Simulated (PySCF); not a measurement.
**C5H11Si2 (SMILES C#C[C]([SiH3])CC[SiH3]) (doublet): density, localisation and related maps**

The calculation's input:

```
{"job": {"kind": "epr", "basis": "pcH-1"}, "charge": 0, "multiplicity": 2}
C     -0.932028     2.323618     1.727083
C     -0.926985     1.274058     1.113892
C     -0.938372     0.090099     0.430875
Si    -2.082332    -0.144460    -1.028148
C      0.019915    -0.981708     0.834555
C      1.089090    -1.225498    -0.239790
Si     2.176859     0.298844    -0.574267
H     -0.936970     3.232535     2.250008
H     -1.438249     0.260833    -2.286838
H     -3.287896     0.659114    -0.823590
H     -2.418274    -1.570874    -1.114314
H      0.506782    -0.719932     1.778295
H     -0.537052    -1.914115     0.985847
H      1.712429    -2.064183     0.078582
H      0.594684    -1.535465    -1.162624
H      3.237532    -0.095470    -1.505700
H      2.773535     0.744948     0.686015
H      1.378574     1.373973    -1.161535
```

Command:

```sh
OMP_NUM_THREADS=1 python probes_run.py task.json out
```

Geometry: GFN2-xTB.

Level of theory: PySCF 2.14.0, density-fitted response routines, UKS B3LYP, pcH-1 on C H Si, non-relativistic, mean-field spin-orbit, GIAO.

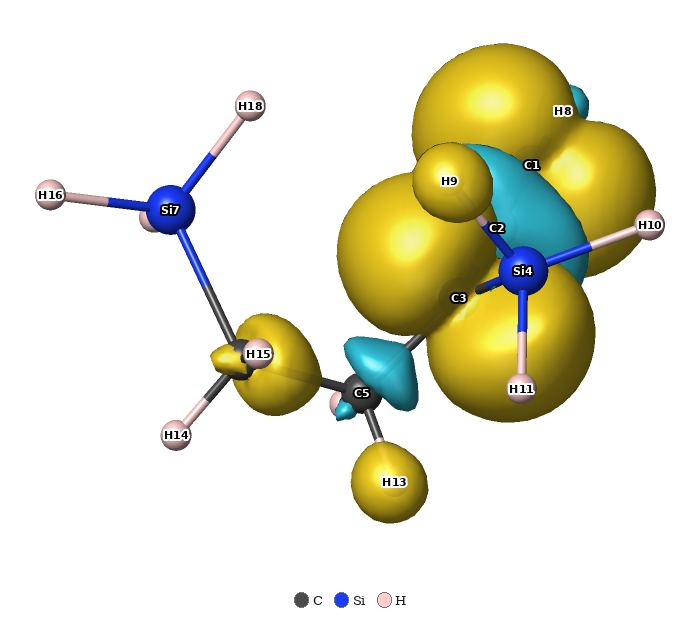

Figure 1. Isosurfaces of the spin density (α minus β) at +0.015 (yellow) and −0.015 e/Å³ (cyan), seen at an oblique angle.

Q: Which atoms carry the spin?

A: The unpaired spin (1 electron) lies mostly on C3 (about 0.4) and C1 (about 0.4), in electrons by Hirshfeld's partition.

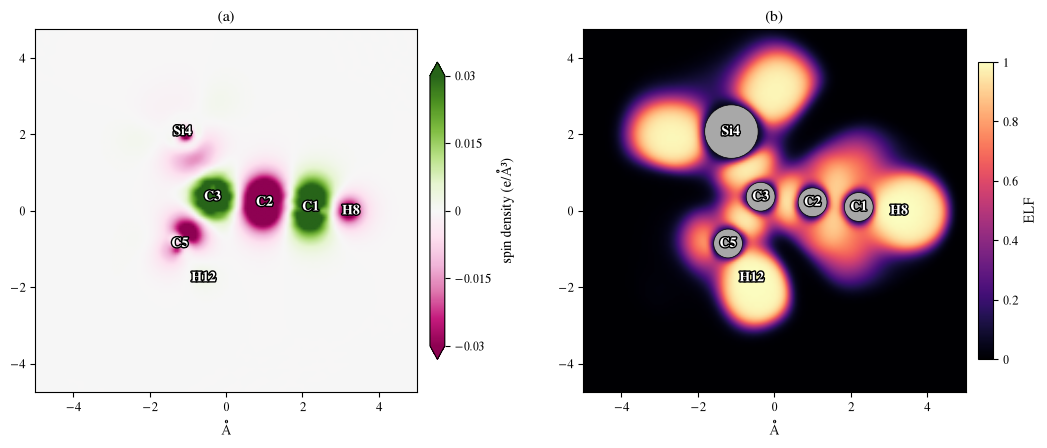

Figure 2. (a) spin density; (b) electron localisation function on the plane of atoms C2, C3 and Si4. Grey discs cover the atomic cores in the ELF map.

Q: What do the fields say about this system?

A: The plane passes through C, Si and H nuclei. C–C (1.22 Å): the ELF peaks at about 0.85 between the atoms; a short, multiple covalent bond. C–Si (1.87 Å): the ELF peaks at about 0.95 between the atoms; a shared electron pair. C–H (1.05 Å): the ELF climbs to about 1 towards the hydrogen, as it does in any bond to H: an ordinary covalent bond to hydrogen. C–C (1.37 Å): the ELF peaks at about 0.95 between the atoms, as expected for a covalent bond.

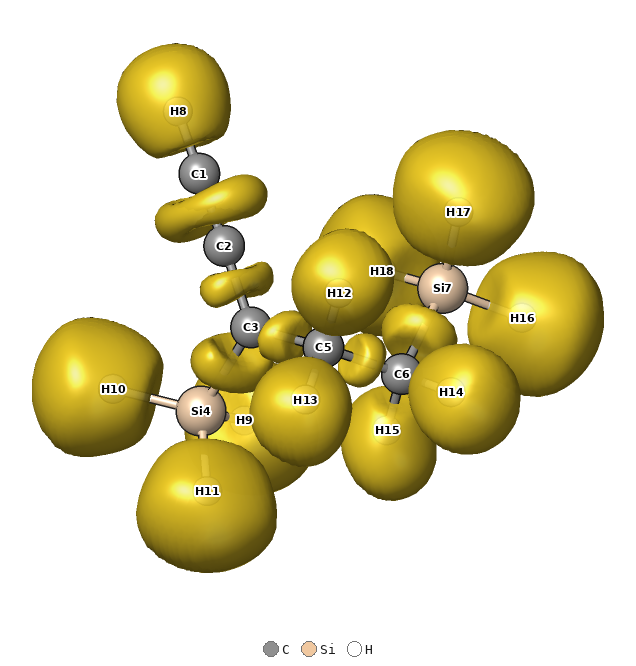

Figure 3. Isosurface of the electron localisation function at 0.8 (yellow), seen across its widest extent. Core shells and regions of very low density are left out.

Q: What do the ELF domains correspond to?

A: At this value the surface marks out four regions between bonded C–C atoms (shared pairs), two regions between bonded C–Si atoms (shared pairs) and eleven regions around hydrogen nuclei.
